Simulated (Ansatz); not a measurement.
Input

```
crystal:
  periodic: [false, false, false]
  atoms:
    - {symbol: B, position_ang: [-1.262358, 0.908176, -0.146394]}
    - {symbol: Si, position_ang: [0.681987, 0.716890, -0.696163]}
    - {symbol: Si, position_ang: [0.741059, -1.226736, 0.576706]}
    - {symbol: Cl, position_ang: [-1.397951, -1.209498, 0.686031]}
    - {symbol: H, position_ang: [-2.132081, 0.834492, -0.962282]}
    - {symbol: H, position_ang: [-1.483501, 1.500975, 0.868652]}
    - {symbol: H, position_ang: [1.656672, 1.737394, -0.223922]}
    - {symbol: H, position_ang: [0.974811, 0.395704, -2.119885]}
    - {symbol: H, position_ang: [1.102441, -2.561076, 0.034174]}
    - {symbol: H, position_ang: [1.202021, -1.147421, 1.986181]}
basis:
  gaussian: {orbitals: def2-TZVPP}
hamiltonian: {xc: pbe0, dispersion: d4}
output: {orbitals: {seedname: orbitals}}
```

Launched as:

```sh
ansatz run in.yaml --threads 2 --pin off --events-out ev --progress --plain --max-ram 4352MiB
```

Geometry: PBE0-D4/def2-TZVP.

These are results of RKS PBE0-D4/def2-TZVPP in Ansatz 0.2.0, not measurements.

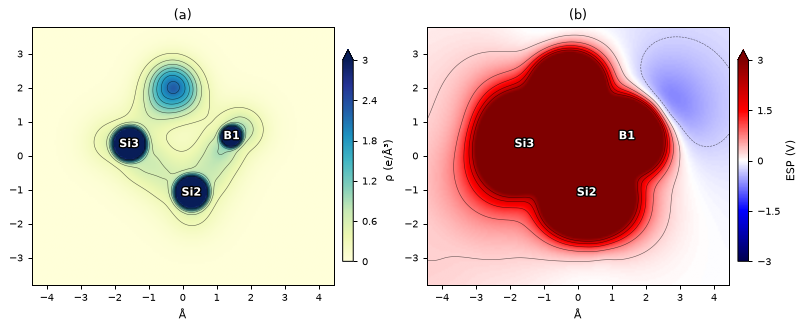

BClH$_{6}$Si$_{2}$ (SMILES B[SiH2][SiH2]Cl). (a) electron density; (b) electrostatic potential on the plane of atoms B1, Si2 and Si3.

> What does the map show?

The section cuts through B and Si sites.
Si–B (2.03 Å): ρ at the midpoint is about 0.77 e/Å³.
Si–Si (2.32 Å): ρ is about 0.63 e/Å³ halfway.
Outside the dense part of the molecule the potential is most negative (−0.7 V) near H5, which lies off the plane.
